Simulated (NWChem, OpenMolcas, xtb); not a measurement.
BH2SF (SMILES FBS): the dipole moment, rung by rung

BH2SF has 5 atoms, charge 0, and is taken as a singlet. SMILES: `FBS`. The coordinates come from a PBE0-D4/def2-TZVP relaxation. This is one conformer, not always the lowest.

```csv
atom,x (Å),y (Å),z (Å)
F,-1.1191,-0.9059,-1.0692
B,-0.4128,-0.3391,-0.1061
S,0.9724,0.6986,-0.5794
H,-0.7120,-0.5309,1.0337
H,1.3214,1.0037,0.6796
```

Quantity: the dipole moment, in D. The values are calculated.

| level | kind | program | value (D) |
| --- | --- | --- | --- |
| GFN2-xTB | semi-empirical | xtb | 2.16 |
| GFN0-xTB | semi-empirical | xtb | 2.23 |
| GFN1-xTB | semi-empirical | xtb | 2.18 |
| HF/STO-3G | Hartree–Fock | OpenMolcas | 1.04 |
| HF/3-21G | Hartree–Fock | OpenMolcas | 2.23 |
| HF/def2-SVP | Hartree–Fock | OpenMolcas | 1.89 |
| HF/aug-cc-pVDZ | Hartree–Fock | OpenMolcas | 1.77 |
| PBE/def2-SVP | GGA | OpenMolcas | 1.49 |
| BP86/6-311++G(3df,3pd) | GGA | NWChem | 1.43 |
| RPBE/6-311++G(3df,3pd) (density fitting with ahlrichs coulomb fitting) | GGA | NWChem | 1.41 |

The values span 1.04 to 2.23 D. Sets without polarisation functions give poor dipoles. Without the sets that lack polarisation functions the rows with a basis span only 1.41 to 1.89 D.

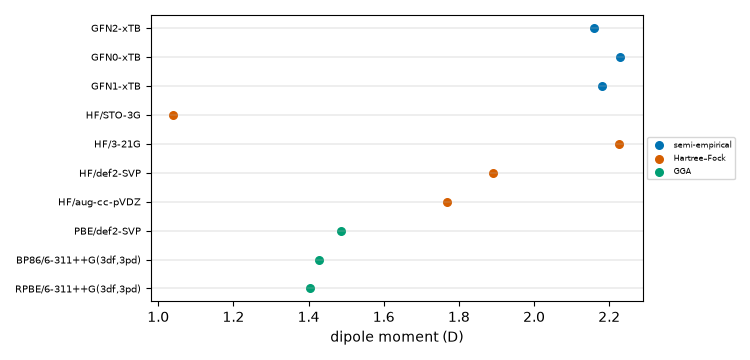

The values of the table, level by level.
